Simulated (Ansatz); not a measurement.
## MgCdAg2F6: complex band structure

Wanted: the relaxed cell of MgCdAg2F6, its band edges and its decay constants. It is built by putting Cd for part of the Mg in the MgAgF3 structure of space group R-3c, with the volume rescaled by atomic radii. The parent structure comes from the Materials Project.

Method: PBEsol DFT, plane waves, PAW files, in the first sound run; inputs show where later runs differ, in Ansatz 0.2.0.

The structure was built from a prototype and need not be the compound's stable phase.

## Step 1: The starting structure

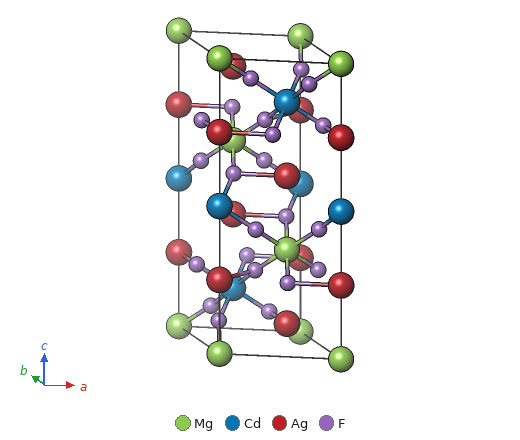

Start, viewed slightly off an axis; magnesium green, cadmium blue, silver red, fluorine purple. This picture shows the conventional cell, with its axes. Bonds to atoms that aren't drawn are left out. Some periodic images of atoms are drawn too.

## Step 2: Cell and atoms at rest

The substituted atoms don't fit the parent's cell, so cell and atoms relax together. A small smearing keeps the run stable in case the gap closes on the way.

Input file input.yaml:

```yaml
crystal:
  lattice:
    - [2.7638194873, 1.595691925, 4.5267092437]
    - [-2.7638194873, 1.595691925, 4.5267092437]
    - [0.0, -3.19138385, 4.5267092437]
  atoms:
    - { symbol: Mg, position: [0.0, 0.0, 0.0] }
    - { symbol: Cd, position: [0.5, 0.5, 0.5] }
    - { symbol: Ag, position: [0.25, 0.25, 0.25] }
    - { symbol: Ag, position: [0.75, 0.75, 0.75] }
    - { symbol: F, position: [0.8115764, 0.25, 0.6884236] }
    - { symbol: F, position: [0.6884236, 0.8115764, 0.25] }
    - { symbol: F, position: [0.25, 0.6884236, 0.8115764] }
    - { symbol: F, position: [0.3115764, 0.1884236, 0.75] }
    - { symbol: F, position: [0.1884236, 0.75, 0.3115764] }
    - { symbol: F, position: [0.75, 0.3115764, 0.1884236] }
kpoints:
  mp_grid: { grid: [6, 6, 6] }
scf:
  occupations: { method: gaussian, width: 0.03 }
hamiltonian:
  xc: pbesol
output:
  forces: true
  stress: true
relax:
  f_tol: 0.02
  max_steps: 60
  cell: {}
```

Started as:

```
ansatz run input.yaml --threads 2 --pin off --max-ram 4096MiB --backend cpu --events-out ev --progress --plain --runs-dir out
```

Numbers of over 12 decimals in the logs are rounded to 6 here.

The log of the run:

```text
Engine: ansatz 0.2.0, x86_64-unknown-linux-gnu
Pseudopotentials: kind: paw
Pseudopotential: Mg, paw, valence charge 10, recommended cutoff 420 eV (normal), Mg.paw.azcp
Pseudopotential: Cd, paw, valence charge 20, recommended cutoff 420 eV (normal), Cd.paw.azcp
Pseudopotential: Ag, paw, valence charge 19, recommended cutoff 420 eV (normal), Ag.paw.azcp
Pseudopotential: F, paw, valence charge 7, recommended cutoff 420 eV (normal), F.paw.azcp
Functional definition: PBEsol
  exchange = pbesol_x
  correlation = pbesol_c
Crystal: 10 atoms, lattice volume = 119.782 Å³
Basis set: ecut = 420 eV, 2325 PW (Γ), exchange–correlation on 80×80×80 points (8 copies of the dense FFT grid, shifted against one another)
Bands: 66, of which v1, the nominal top of the filled ones, is band 55 counted from 1 (54 counted from 0)
Symmetry: 6 space group operations
Space group: R-3 (ITA 148), of the structure as read, at distance tolerance 4.9e-5 Å
k-points: 40 of 216
Non-local potential: Mg, projectors of the file, l = 0: 3, l = 1: 2, l = 2: 1
Non-local potential: Cd, projectors of the file, l = 0: 3, l = 1: 2, l = 2: 2, l = 3: 1
Non-local potential: Ag, projectors of the file, l = 0: 3, l = 1: 2, l = 2: 2, l = 3: 1
Non-local potential: F, projectors of the file, l = 0: 2, l = 1: 2, l = 2: 1
PAW form: soft (Blöchl's): semilocal exchange-correlation on the pseudo side does not see the compensation charge
PAW frozen core: Mg, regenerated for the run's functional, and the local potential with it (the file was generated under x = pbe(κ = 0.804, μ = 0.219515), c = pbe(β = 0.066725))
PAW frozen core: Cd, regenerated for the run's functional, and the local potential with it (the file was generated under x = pbe(κ = 0.804, μ = 0.219515), c = pbe(β = 0.066725))
PAW frozen core: Ag, regenerated for the run's functional, and the local potential with it (the file was generated under x = pbe(κ = 0.804, μ = 0.219515), c = pbe(β = 0.066725))
PAW frozen core: F, regenerated for the run's functional, and the local potential with it (the file was generated under x = pbe(κ = 0.804, μ = 0.219515), c = pbe(β = 0.066725))
PAW one-centre angular grid: Mg, 110 points (default); XC on 64 Gauss nodes
PAW one-centre angular grid: Cd, 590 points (default); XC on 64 Gauss nodes
PAW one-centre angular grid: Ag, 590 points (default); XC on 64 Gauss nodes
PAW one-centre angular grid: F, 110 points (default); XC on 64 Gauss nodes
Initial density: superposition of atomic densities (neutral atoms: chi_scale 0, normalization atom), corrected by the library's trained network
Initial wavefunctions: pseudopotential atomic-orbital guess
Functional: x = pbesol(κ = 0.804, μ = 0.123457), c = pbesol(β = 0.046)
SCF iter   1: F=—  HF=-29944.709475 eV  |F-HF|=—  |Δ(HF+E_count)|=         —  Δρ=1.75e-2  dr2=2.37e-1  ethr=1.77e-3  ⟨swp⟩=6.0  Hψ=9763  notcnv=0  defer=9
preconditioner: auto → Resta (q_TF=auto, 2.690 Å⁻¹)  ε∞=5.0  [insulator: Δε(μ)=1.529 eV  Ē_g=15.061 eV  σ=0.030 eV  W_gap=1.00  n_scr=50 (ndim 8)  ℏωp=30.0 eV  f_vac=0.023  D(μ)=0.00/eV (n_scr^D=0)  ε∞_Penn≈5.0]
SCF iter   2: F=—  HF=-29944.638282 eV  |F-HF|=—  |Δ(HF+E_count)|=   7.12e-2  Δρ=2.80e-3  dr2=5.38e-3  ethr=2.15e-4  ⟨swp⟩=2.1  Hψ=4816  notcnv=0  defer=219
SCF iter   3: F=—  HF=-29944.637837 eV  |F-HF|=—  |Δ(HF+E_count)|=   4.45e-4  Δρ=1.36e-3  dr2=1.50e-3  ethr=4.89e-6  ⟨swp⟩=2.1  Hψ=3863  notcnv=0  defer=219
SCF iter   4: F=—  HF=-29944.637971 eV  |F-HF|=—  |Δ(HF+E_count)|=   1.34e-4  Δρ=3.69e-4  dr2=1.18e-4  ethr=1.37e-6  ⟨swp⟩=2.8  Hψ=4093  notcnv=0  defer=219
SCF iter   5: F=—  HF=-29944.638009 eV  |F-HF|=—  |Δ(HF+E_count)|=   3.73e-5  Δρ=8.72e-5  dr2=5.45e-6  ethr=1.08e-7  ⟨swp⟩=3.0  Hψ=4459  notcnv=0  defer=219
SCF iter   6: F=—  HF=-29944.638005 eV  |F-HF|=—  |Δ(HF+E_count)|=   3.89e-6  Δρ=2.42e-5  dr2=4.60e-7  ethr=4.95e-9  ⟨swp⟩=2.0  Hψ=3703  notcnv=0  defer=219
SCF iter   7: F=-29944.638005 eV  HF=-29944.638005 eV  |F-HF|=1.35e-8  |Δ(HF+E_count)|=   2.54e-7  Δρ=5.83e-6  dr2=3.29e-8  ethr=9.09e-11  ⟨swp⟩=4.0  Hψ=8759  notcnv=0
SCF 1 converged in 7 iterations: F = -29944.638005 eV  dr2 = 3.29e-8
  greatest PAW one-centre occupation: 1.001 electrons in one spin orbital (limit 2), on the Cd atom at site 1 (counted from 0), in its partial waves of l = 1
relax step   1: F+E_penalty+E_count = -29944.63800513 eV  Δ(F+E_penalty+E_count) = +0.000e0 eV  max|allowed force component| = 2.766e0 eV/Å  Δτ_max = 0.0000 Å  P = +18.934 GPa  Ω = 119.782 Å³  (7 SCF iters, dr2 threshold 1.00e-7 eV, accepted)
Crystal: 10 atoms, lattice volume = 131.264 Å³
Basis set: ecut = 420 eV, 2637 PW (Γ), exchange–correlation on 80×80×80 points (8 copies of the dense FFT grid, shifted against one another)
Initial density: handed on by an earlier stage of this run
Initial wavefunctions: those handed on with the density
iter 1 solved again at ethr=3.04e-4 eV; its pass at ethr=3.10e-3 eV (dr2=3.35e-1 eV) is discarded
SCF iter   1: F=—  HF=-29946.486021 eV  |F-HF|=—  |Δ(HF+E_count)|=         —  Δρ=1.86e-2  dr2=3.29e-1  ethr=3.04e-4  ⟨swp⟩=2.5  Hψ=11342  notcnv=0
preconditioner: auto → Resta (q_TF=auto, 2.649 Å⁻¹)  ε∞=4.9  [insulator: Δε(μ)=1.603 eV  Ē_g=14.432 eV  σ=0.030 eV  W_gap=1.00  n_scr=50 (ndim 8)  ℏωp=28.6 eV  f_vac=0.046  D(μ)=0.00/eV (n_scr^D=0)  ε∞_Penn≈4.9]
SCF iter   2: F=—  HF=-29946.375377 eV  |F-HF|=—  |Δ(HF+E_count)|=   1.11e-1  Δρ=9.02e-3  dr2=6.42e-2  ethr=2.99e-4  ⟨swp⟩=2.0  Hψ=4400  notcnv=0
SCF iter   3: F=—  HF=-29946.350308 eV  |F-HF|=—  |Δ(HF+E_count)|=   2.51e-2  Δρ=2.24e-3  dr2=6.08e-3  ethr=5.84e-5  ⟨swp⟩=2.0  Hψ=4752  notcnv=0  defer=180
SCF iter   4: F=—  HF=-29946.348742 eV  |F-HF|=—  |Δ(HF+E_count)|=   1.57e-3  Δρ=9.54e-4  dr2=7.60e-4  ethr=5.52e-6  ⟨swp⟩=2.0  Hψ=4090  notcnv=0  defer=180
SCF iter   5: F=—  HF=-29946.348665 eV  |F-HF|=—  |Δ(HF+E_count)|=   7.68e-5  Δρ=3.36e-4  dr2=9.59e-5  ethr=6.91e-7  ⟨swp⟩=2.0  Hψ=3884  notcnv=0  defer=180
SCF iter   6: F=—  HF=-29946.348678 eV  |F-HF|=—  |Δ(HF+E_count)|=   1.30e-5  Δρ=9.64e-5  dr2=9.85e-6  ethr=8.72e-8  ⟨swp⟩=2.0  Hψ=3613  notcnv=0  defer=180
SCF iter   7: F=—  HF=-29946.348682 eV  |F-HF|=—  |Δ(HF+E_count)|=   3.56e-6  Δρ=3.93e-5  dr2=1.50e-6  ethr=8.95e-9  ⟨swp⟩=2.2  Hψ=3974  notcnv=0  defer=180
SCF iter   8: F=-29946.348681 eV  HF=-29946.348681 eV  |F-HF|=2.12e-8  |Δ(HF+E_count)|=   1.91e-7  Δρ=9.10e-6  dr2=9.85e-8  ethr=9.09e-10  ⟨swp⟩=4.0  Hψ=8624  notcnv=0
SCF 2 converged in 8 iterations: F = -29946.348681 eV  dr2 = 9.85e-8
  greatest PAW one-centre occupation: 1.000 electrons in one spin orbital (limit 2), on the Ag atom at site 3 (counted from 0), in its partial waves of l = 0
[...]
SCF iter   5: F=—  HF=-29946.545451 eV  |F-HF|=—  |Δ(HF+E_count)|=   3.55e-6  Δρ=1.07e-4  dr2=1.13e-5  ethr=7.46e-8  ⟨swp⟩=2.0  Hψ=3582  notcnv=0
SCF iter   6: F=—  HF=-29946.545449 eV  |F-HF|=—  |Δ(HF+E_count)|=   1.78e-6  Δρ=2.74e-5  dr2=1.67e-6  ethr=1.03e-8  ⟨swp⟩=2.0  Hψ=4628  notcnv=0
SCF iter   7: F=-29946.545449 eV  HF=-29946.545449 eV  |F-HF|=3.37e-8  |Δ(HF+E_count)|=   5.43e-8  Δρ=8.33e-6  dr2=6.04e-8  ethr=9.09e-10  ⟨swp⟩=4.0  Hψ=8716  notcnv=0
SCF 3 converged in 7 iterations: F = -29946.545449 eV  dr2 = 6.04e-8
relax step   3: F+E_penalty+E_count = -29946.54544928 eV  Δ(F+E_penalty+E_count) = -1.968e-1 eV  max|allowed force component| = 3.050e-1 eV/Å  Δτ_max = 0.0706 Å  P = +0.123 GPa  Ω = 132.211 Å³  energy of the carried Pulay correction = -4.803e-2 eV  (7 SCF iters, dr2 threshold 1.00e-6 eV, accepted)
[... from here on, the SCF cycles and remarks between the steps are left out ...]
relax step   4: F+E_penalty+E_count = -29946.61481308 eV  Δ(F+E_penalty+E_count) = -6.936e-2 eV  max|allowed force component| = 1.312e-1 eV/Å  Δτ_max = 0.1124 Å  P = +0.746 GPa  Ω = 130.786 Å³  energy of the carried Pulay correction = -4.277e-2 eV  (7 SCF iters, dr2 threshold 1.00e-6 eV, accepted)
relax step   5: F+E_penalty+E_count = -29946.62420401 eV  Δ(F+E_penalty+E_count) = -9.391e-3 eV  max|allowed force component| = 1.457e-2 eV/Å  Δτ_max = 0.0260 Å  P = -0.172 GPa  Ω = 131.785 Å³  energy of the carried Pulay correction = -4.646e-2 eV  (6 SCF iters, dr2 threshold 1.00e-6 eV, accepted)
relax step   6: F+E_penalty+E_count = -29946.62501844 eV  Δ(F+E_penalty+E_count) = -8.144e-4 eV  max|allowed force component| = 9.821e-3 eV/Å  Δτ_max = 0.0073 Å  P = -0.017 GPa  Ω = 131.681 Å³  energy of the carried Pulay correction = -4.608e-2 eV  (6 SCF iters, dr2 threshold 1.36e-7 eV, accepted)
relax step   7: F+E_penalty+E_count = -29946.71260936 eV  Δ(F+E_penalty+E_count) = -8.759e-2 eV  max|allowed force component| = 9.603e-3 eV/Å  Δτ_max = 0.0000 Å  P = +1.135 GPa  Ω = 131.681 Å³  stress off target by 1.28e0 GPa  SCF on the basis re-selected at this cell (its energy is not comparable with the rows above)  (7 SCF iters)
relax step   8: F+E_penalty+E_count = -29946.71355187 eV  Δ(F+E_penalty+E_count) = -9.425e-4 eV  max|allowed force component| = 1.824e-2 eV/Å  Δτ_max = 0.0071 Å  P = +0.286 GPa  Ω = 132.880 Å³  energy of the carried Pulay correction = -4.659e-3 eV  (5 SCF iters, dr2 threshold 1.00e-6 eV, accepted)
relax step   9: F+E_penalty+E_count = -29946.71295526 eV  Δ(F+E_penalty+E_count) = +5.966e-4 eV  max|allowed force component| = 5.107e-3 eV/Å  Δτ_max = 0.0129 Å  P = +0.078 GPa  Ω = 133.187 Å³  energy of the carried Pulay correction = -5.908e-3 eV  (6 SCF iters, dr2 threshold 2.36e-7 eV, accepted)
relax step  10: F+E_penalty+E_count = -29946.71247281 eV  Δ(F+E_penalty+E_count) = +4.824e-4 eV  max|allowed force component| = 1.686e-3 eV/Å  Δτ_max = 0.0074 Å  P = +0.001 GPa  Ω = 133.325 Å³  energy of the carried Pulay correction = -6.491e-3 eV  (6 SCF iters, dr2 threshold 1.94e-8 eV, accepted)
iter 1 solved again at ethr=1.64e-7 eV; its pass at ethr=3.10e-3 eV (dr2=1.80e-4 eV) is discarded
SCF iter   1: F=—  HF=-29946.718842 eV  |F-HF|=—  |Δ(HF+E_count)|=         —  Δρ=1.42e-4  dr2=3.59e-6  ethr=1.64e-7  ⟨swp⟩=3.0  Hψ=16028  notcnv=0
preconditioner: auto → Resta (q_TF=auto, 2.642 Å⁻¹)  ε∞=4.9  [insulator: Δε(μ)=1.551 eV  Ē_g=14.394 eV  σ=0.030 eV  W_gap=1.00  n_scr=50 (ndim 8)  ℏωp=28.4 eV  f_vac=0.053  D(μ)=0.00/eV (n_scr^D=0)  ε∞_Penn≈4.9]
SCF iter   2: F=—  HF=-29946.718854 eV  |F-HF|=—  |Δ(HF+E_count)|=   1.20e-5  Δρ=6.28e-5  dr2=9.34e-7  ethr=3.26e-9  ⟨swp⟩=2.0  Hψ=4200  notcnv=0
SCF iter   3: F=—  HF=-29946.718859 eV  |F-HF|=—  |Δ(HF+E_count)|=   4.76e-6  Δρ=2.68e-5  dr2=1.18e-7  ethr=8.49e-10  ⟨swp⟩=1.0  Hψ=2641  notcnv=0
SCF iter   4: F=—  HF=-29946.718860 eV  |F-HF|=—  |Δ(HF+E_count)|=   8.71e-7  Δρ=7.94e-7  dr2=6.04e-10  ethr=1.07e-10  ⟨swp⟩=2.0  Hψ=3800  notcnv=0
SCF iter   5: F=—  HF=-29946.718860 eV  |F-HF|=—  |Δ(HF+E_count)|=  8.00e-10  Δρ=3.26e-7  dr2=1.44e-10  ethr=1.00e-12  ⟨swp⟩=4.0  Hψ=8760  notcnv=0
SCF iter   6: F=-29946.718860 eV  HF=-29946.718860 eV  |F-HF|=0.00e0  |Δ(HF+E_count)|=  4.73e-11  Δρ=1.01e-7  dr2=1.37e-11  ethr=1.00e-12  ⟨swp⟩=4.0  Hψ=7749  notcnv=0
SCF 11 converged in 6 iterations: F = -29946.718860 eV  dr2 = 1.37e-11
relax step  11: F+E_penalty+E_count = -29946.71886003 eV  Δ(F+E_penalty+E_count) = -6.387e-3 eV  max|allowed force component| = 1.717e-3 eV/Å  Δτ_max = 0.0000 Å  P = +0.024 GPa  Ω = 133.325 Å³  stress off target by 2.60e-2 GPa  SCF on the basis re-selected at this cell (its energy is not comparable with the rows above)  (6 SCF iters)
basis re-selected at this cell: Δ(F+E_penalty+E_count) = -6.387e-3 eV, ΔP = +0.023 GPa vs the last step (what re-selecting the basis moved, of the pressure what is left beyond the Pulay correction that the steps carried, after the strain that the cell walked since its last selection, with what the two solves' SCF thresholds leave and, on support functions, any second-order correction that the steps lacked; it is no m [...]
SCF converged after 6 iterations
Free energy (F): -29946.718860 eV
Harris-Foulkes:  -29946.718860 eV  (|F-HF|=0.00e0)
Internal energy: -29946.718860 eV  (E = F + TS)
E sigma→0 (E₀):  -29946.718860 eV
Fermi energy:    7.669229 eV
--- Per-component energies (eV) ---
  E_band       = -1604.724275
  E_kinetic    = 2875.510432
  E_local      = -13222.147433  (includes V_loc(G=0)·N_el)
  E_nonlocal   = 754.856287
  E_hartree    = 5557.651638
  E_xc         = -1036.578780
  E_vxc        = -1326.453699  (∫ρ·V_xc dr)
  E_paw        = -13138.059913  (= ΣΔE_a)
  E_vpaw       = -1801.805858  (= ΣTr[D̂ρ^β])
  E_aug_tail   = 0.012797  (compensation charges beyond the density's cutoff)
  E_ewald      = -11739.264843
  E_core_change = 1.300956  (= ΣΔE_core)
  E_smearing   = -0.000000  (= −TS)
  E_closure    = 0.000000  (closes the sum)
  Σ components = -29946.718860   (vs F -29946.718860, Δ=0.00e0)
--- Forces (eV/Å), atoms counted from 1 ---
  atom   1  Mg    -0.00000000     0.00000000     0.00000000
  atom   2  Cd     0.00000000     0.00000000     0.00000000
  atom   3  Ag     0.00000000    -0.00000000    -0.00171701
  atom   4  Ag    -0.00000000     0.00000000     0.00171701
  atom   5  F     -0.00038828    -0.00031305     0.00037976
  atom   6  F      0.00046525    -0.00017973     0.00037976
  atom   7  F     -0.00007697     0.00049279     0.00037976
  atom   8  F     -0.00046525     0.00017973    -0.00037976
  atom   9  F      0.00038828     0.00031305    -0.00037976
  atom  10  F      0.00007697    -0.00049279    -0.00037976
  max |Σ_I F_I| component: 1.19e-18 eV/Å
--- Stress (GPa, compression-positive) ---
        0.026025       0.000000      -0.000000
       -0.000000       0.026025      -0.000000
       -0.000000      -0.000000       0.020689
  P = ⅓ Tr σ = 0.0242 GPa (0.242 kbar)
--- Relaxed structure (9 steps of the walk, 9 accepted, 2 SCFs on fresh bases) ---
  F+E_penalty+E_count = -29946.71886003 eV   max|allowed force component| = 1.717e-3 eV/Å   (the final SCF, on the basis selected at the relaxed cell)
  cell:  # Å, volume = 133.3252 Å³
    - [2.892467, 1.669967, 4.600284]
    - [-2.892467, 1.669967, 4.600284]
    - [-3.0186801155366388e-18, -3.339934, 4.600284]
  atoms:
    - { symbol: Mg, position: [-8.327796342685579e-19, -5.895635523114958e-19, 1.036728515142732e-18] }
    - { symbol: Cd, position: [0.500000, 0.500000, 0.500000] }
    - { symbol: Ag, position: [0.247069, 0.247069, 0.247069] }
    - { symbol: Ag, position: [0.752931, 0.752931, 0.752931] }
    - { symbol: F, position: [0.862860, 0.226863, 0.666485] }
    - { symbol: F, position: [0.666485, 0.862860, 0.226863] }
    - { symbol: F, position: [0.226863, 0.666485, 0.862860] }
    - { symbol: F, position: [0.333515, 0.137140, 0.773137] }
    - { symbol: F, position: [0.137140, 0.773137, 0.333515] }
    - { symbol: F, position: [0.773137, 0.333515, 0.137140] }
```

Elapsed: 41 s, on 2 threads of Intel Xeon 6975P-C (Granite Rapids), shared host; peak memory 0.67 GiB; 79 s of CPU time.

Relaxation path:

```csv
step,energy less that of the first step (eV),largest force component (eV/Å),pressure (GPa),volume (Å³)
1,0.0000,2.7663,18.93,119.78
2,-1.7107,0.6986,1.94,131.26
3,-1.9074,0.3050,0.12,132.21
4,-1.9768,0.1312,0.75,130.79
5,-1.9862,0.0146,-0.17,131.78
6,-1.9870,0.0098,-0.02,131.68
7*,-2.0746,0.0096,1.14,131.68
8,-2.0755,0.0182,0.29,132.88
9,-2.0749,0.0051,0.08,133.19
10,-2.0745,0.0017,0.00,133.33
11*,-2.0809,0.0017,0.02,133.33
```

Relaxation steps marked * repeat the geometry before them on a plane-wave basis chosen anew for their cell, so energy and pressure can jump there.

Forces are held to the 6 operations that the run works with; a distortion that breaks them can't arise in this run.

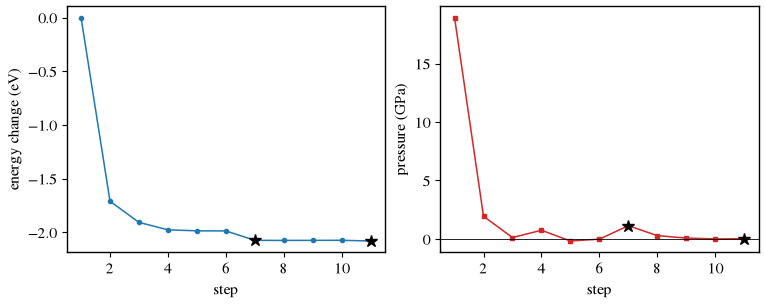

Energy and pressure along the relaxation. Stars mark steps on a basis chosen anew.

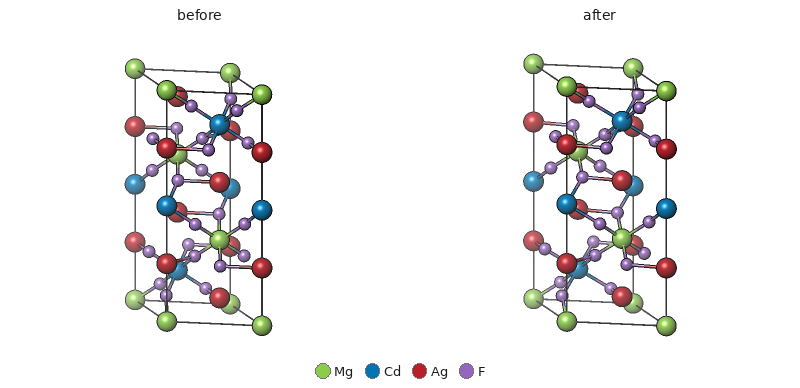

The structure before and after the relaxation, drawn at the same scale. Bonds to atoms that aren't drawn are left out.

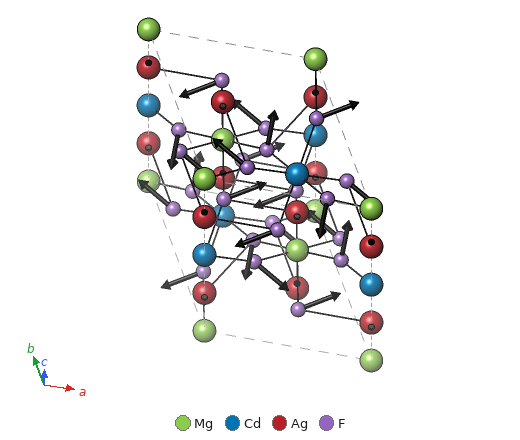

Displacements in the relaxation, exaggerated, measured against the changing cell; the longest in the cell stands for 0.25 Å. Bonds to atoms that aren't drawn are left out. Some periodic images of atoms are drawn too.

```csv
"conventional cell, symmetrised",before,after,change
a (Å),5.528,5.785,+4.7 %
b (Å),5.528,5.785,+4.7 %
c (Å),13.580,13.801,+1.6 %
volume (Å³/atom),11.98,13.33,+11.3 %
```

The atoms that moved most (Å, as changes of fractional coordinates times the final cell):

```csv
atom,dx,dy,dz,length
F8,0.212,-0.126,-0.029,0.248
F10,0.003,0.247,-0.029,0.248
F9,-0.215,-0.120,-0.029,0.248
F5,0.215,0.120,0.029,0.248
F7,-0.003,-0.247,0.029,0.248
F6,-0.212,0.126,0.029,0.248
Ag3,0.000,0.000,-0.040,0.040
Ag4,0.000,0.000,0.040,0.040
```

This step gave:

```yaml
free_energy: -29946.7189 eV
fermi_energy: 7.669 eV
pressure: 0.02425 GPa
```

The largest force component on a free atom ends at 0.0017 eV/Å.

(Part 1 of 2 ends here.)

[Logs are printed without paths, hosts, clocks, repeated set-up lines and the standing remarks that a program may print on its own settings, such as how far it seeks lower states.]

[Hosts, paths, dates, database ids (printed as entryN), source tags and the programs' standing remarks are cut or masked in the printed files.]
